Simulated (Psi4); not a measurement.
# SiH4Te (SMILES [SiH3][TeH]) at PBE0/def2-SVPD (core potential, sweep point 2)

Aim: the energy change on altering one bond length of SiH4Te at PBE0/def2-SVPD (core potential, sweep point 2), from 2 runs. 

The results are computed with Psi4 1.11.

### 1 The structure to begin with

SiH4Te has 6 atoms, charge 0, and is taken as a singlet. SMILES: `[SiH3][TeH]`. The shape is that of a PBE0-D4/def2-TZVP optimisation.

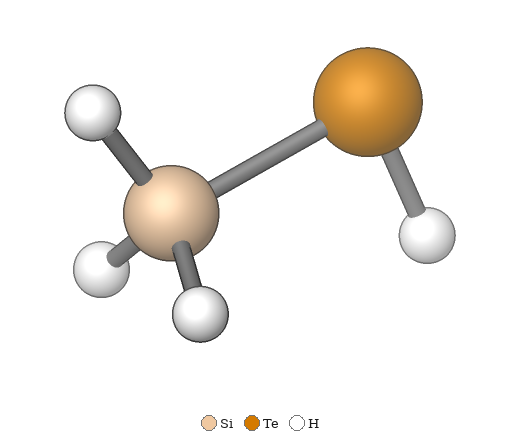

The structure, seen from a chosen angle (silicon light orange, tellurium orange, hydrogen white).

### 2 The energy at PBE0/def2-SVPD (core potential, sweep point 2)

job.py

```python
import psi4

psi4.set_memory(1600000000)
psi4.set_num_threads(1)
psi4.core.set_output_file('run.log', False)

geom = psi4.geometry("""
Si    -0.296600    -0.269700    -0.519700
Te    -0.105900     0.800200     1.725000
H      0.381100    -1.589500    -0.550900
H     -1.754100    -0.446400    -0.735900
H      0.269400     0.597600    -1.582500
H      1.548100     0.843900     1.617900
symmetry c1
""")

psi4.set_options(dict(basis='def2-SVPD', reference='rks', puream=True, scf_type='pk', dft_radial_points=99, dft_spherical_points=590))

e_tot, wfn = psi4.energy('pbe0', molecule=geom, return_wfn=True)
print(f'pbe0 energy: {e_tot:.10f} Eh')
for k, v in sorted(psi4.core.scalar_variables().items()):
    print(f'{k:45s} {v:18.10f}')
```

The run is started by

```
python job.py
```

run.log:

```text
[...]
    !!!  WARNING: ECP capability is in beta. Please check occupations closely.  !!!
[...]
  Running in c1 symmetry.
[...]
  Nuclear repulsion =  109.024305306250696
[...]
  Multiplicity = 1
[...]
  Nalpha       = 21
  Nbeta        = 21
[...]
    Number of basis functions: 91
[...]
   @RKS iter   1:  -559.07259222086282   -1.41785e+00   1.00666e-02 DIIS/ADIIS
[...]
   @RKS iter   9:  -559.70947514744807   -4.72078e-08   5.03793e-07 DIIS
[...]
    Orbital Energies [Eh]
    ---------------------
    Doubly Occupied:
       1A    -66.266834     2A     -6.317387     3A     -5.356855
       4A     -4.444382     5A     -4.440723     6A     -4.430894
       7A     -3.695358     8A     -3.693260     9A     -3.692995
      10A     -1.623234    11A     -1.621535    12A     -1.612637
      13A     -1.609542    14A     -1.608047    15A     -0.664306
      16A     -0.548112    17A     -0.393049    18A     -0.374769
      19A     -0.358609    20A     -0.314955    21A     -0.239250
[...]
  @RKS Final Energy:  -559.70947514744807
   => Energetics <=
    Nuclear Repulsion Energy =            109.0243053062506959
    One-Electron Energy =               -1087.8959224445936798
    Two-Electron Energy =                 451.8196983896398251
    DFT Exchange-Correlation Energy =     -32.6575563987449797
    Empirical Dispersion Energy =           0.0000000000000000
    VV10 Nonlocal Energy =                  0.0000000000000000
    Total Energy =                       -559.7094751474481882
[...]
 Multipole Moments:
 ------------------------------------------------------------------------------------
     Multipole            Electronic (a.u.)      Nuclear  (a.u.)        Total (a.u.)
 ------------------------------------------------------------------------------------
 L = 1.  Multiply by 2.5417464519 to convert [e a0] to [Debye]
 Dipole X            :          1.2834076           -1.2183312            0.0650764
 Dipole Y            :         18.8382733          -18.9298672           -0.0915938
 Dipole Z            :         39.7775935          -39.9793820           -0.2017885
 Magnitude           :                                                    0.2309610
[...]
```

The script printed:

```text
pbe0 energy: -559.7094751474 Eh
CURRENT ENERGY                                   -559.7094751474
CURRENT REFERENCE ENERGY                         -559.7094751474
DD SOLVATION ENERGY                                 0.0000000000
DFT FUNCTIONAL TOTAL ENERGY                      -559.7094751474
DFT TOTAL ENERGY                                 -559.7094751474
DFT VV10 ENERGY                                     0.0000000000
DFT XC ENERGY                                     -32.6575563987
GRID ELECTRONS ALPHA                               21.0000003311
GRID ELECTRONS BETA                                21.0000003311
GRID ELECTRONS TOTAL                               42.0000006621
NUCLEAR REPULSION ENERGY                          109.0243053063
ONE-ELECTRON ENERGY                             -1087.8959224446
PCM POLARIZATION ENERGY                             0.0000000000
PE ENERGY                                           0.0000000000
SCF ITERATION ENERGY                             -559.7094751474
SCF ITERATIONS                                      9.0000000000
SCF TOTAL ENERGY                                 -559.7094751474
TWO-ELECTRON ENERGY                               451.8196983896
XC GRID RADIAL POINTS                              99.0000000000
XC GRID SPHERICAL POINTS                          590.0000000000
XC GRID TOTAL POINTS                           337421.0000000000
```

Wall time 24 s (1 thread of Intel Xeon Platinum 8259CL at 2.50GHz (Skylake/Cascade Lake), shared host); peak memory 0.76 GiB.

### 3 The distorted shape at the same level

h4site.py

```python
import psi4

psi4.set_memory(1600000000)
psi4.set_num_threads(1)
psi4.set_output_file('run.log', False)

m = psi4.geometry("""
0 1
Si    -1.123640    -0.291551    -0.466147
Te    -0.932940     0.778349     1.778553
H     -0.445940    -1.611351    -0.497347
H     -2.581140    -0.468251    -0.682347
H     -0.557640     0.575749    -1.528947
H      1.548100     0.843900     1.617900
symmetry c1
""")

psi4.set_options(dict(basis='def2-SVPD', reference='rks', puream=True, scf_type='pk', dft_radial_points=99, dft_spherical_points=590))

result, w = psi4.energy('pbe0', return_wfn=True)
print('E =', round(result, 9))
for k, v in sorted(psi4.core.scalar_variables().items()):
    print(f'{k:45s} {v:18.10f}')
```

The run is started by

```
python h4site.py
```

run.log:

```text
[...]
    !!!  WARNING: ECP capability is in beta. Please check occupations closely.  !!!
[...]
  Running in c1 symmetry.
[...]
  Nuclear repulsion =  106.059206200495979
[...]
  Multiplicity = 1
[...]
  Nalpha       = 21
  Nbeta        = 21
[...]
    Number of basis functions: 91
[...]
   @RKS iter   1:  -558.63919442838971   -1.09079e+00   1.12630e-02 ADIIS/DIIS
[...]
   @RKS iter   9:  -559.63296307400788   -8.35663e-07   9.78536e-07 DIIS
[...]
    Orbital Energies [Eh]
    ---------------------
    Doubly Occupied:
       1A    -66.269518     2A     -6.333909     3A     -5.359580
       4A     -4.462974     5A     -4.456288     6A     -4.445495
       7A     -3.698152     8A     -3.695981     9A     -3.695632
      10A     -1.639153    11A     -1.638387    12A     -1.628812
      13A     -1.623517    14A     -1.621850    15A     -0.650121
      16A     -0.543521    17A     -0.382814    18A     -0.376208
      19A     -0.323873    20A     -0.305916    21A     -0.242901
[...]
  @RKS Final Energy:  -559.63296307400788
   => Energetics <=
    Nuclear Repulsion Energy =            106.0592062004959786
    One-Electron Energy =               -1081.6974272300926714
    Two-Electron Energy =                 448.5745270685023343
    DFT Exchange-Correlation Energy =     -32.5692691129133962
    Empirical Dispersion Energy =           0.0000000000000000
    VV10 Nonlocal Energy =                  0.0000000000000000
    Total Energy =                       -559.6329630740077619
[...]
 Multipole Moments:
 ------------------------------------------------------------------------------------
     Multipole            Electronic (a.u.)      Nuclear  (a.u.)        Total (a.u.)
 ------------------------------------------------------------------------------------
 L = 1.  Multiply by 2.5417464519 to convert [e a0] to [Debye]
 Dipole X            :         -0.1294855           -0.0640294           -0.1935150
 Dipole Y            :         18.7791740          -18.8993697           -0.1201957
 Dipole Z            :         39.8225377          -40.0541260           -0.2315883
 Magnitude           :                                                    0.3248510
[...]
```

The script printed:

```text
E = -559.632963074
CURRENT ENERGY                                   -559.6329630740
CURRENT REFERENCE ENERGY                         -559.6329630740
DD SOLVATION ENERGY                                 0.0000000000
DFT FUNCTIONAL TOTAL ENERGY                      -559.6329630740
DFT TOTAL ENERGY                                 -559.6329630740
DFT VV10 ENERGY                                     0.0000000000
DFT XC ENERGY                                     -32.5692691129
GRID ELECTRONS ALPHA                               20.9999997894
GRID ELECTRONS BETA                                20.9999997894
GRID ELECTRONS TOTAL                               41.9999995788
NUCLEAR REPULSION ENERGY                          106.0592062005
ONE-ELECTRON ENERGY                             -1081.6974272301
PCM POLARIZATION ENERGY                             0.0000000000
PE ENERGY                                           0.0000000000
SCF ITERATION ENERGY                             -559.6329630740
SCF ITERATIONS                                      9.0000000000
SCF TOTAL ENERGY                                 -559.6329630740
TWO-ELECTRON ENERGY                               448.5745270685
XC GRID RADIAL POINTS                              99.0000000000
XC GRID SPHERICAL POINTS                          590.0000000000
XC GRID TOTAL POINTS                           338043.0000000000
```

Wall time 26 s (1 thread of Intel Xeon Platinum 8259CL at 2.50GHz (Skylake/Cascade Lake), shared host); peak memory 0.75 GiB.

### 4 Results

At PBE0/def2-SVPD (core potential, sweep point 2):

| quantity | value |
| --- | --- |
| first shape: total energy | -559.70948 Eh |
| first shape: dipole moment | 0.59 D |
| first shape: HOMO energy | -6.51 eV |
| first shape: LUMO energy | -0.82 eV |
| first shape: HOMO–LUMO gap | 5.69 eV |
| distorted shape: total energy | -559.63296 Eh |
| distorted shape: dipole moment | 0.83 D |
| distorted shape: HOMO energy | -6.61 eV |
| distorted shape: LUMO energy | -3.59 eV |
| distorted shape: HOMO–LUMO gap | 3.02 eV |
| energy change with the Te2–H6 bond stretched from 1.658 to 2.487 Å | 2.082 eV |

**Reading.** One bond (distorted shape) is far stretched, which a spin-restricted single reference describes badly; a broken-symmetry solution may lie lower. With the Te2–H6 bond stretched from 1.658 to 2.487 Å the energy rises by 2.08 eV (201 kJ/mol). The first shape isn't relaxed at this level, so the change isn't measured from a minimum. A restricted reference can't describe the breaking bond well at this length.
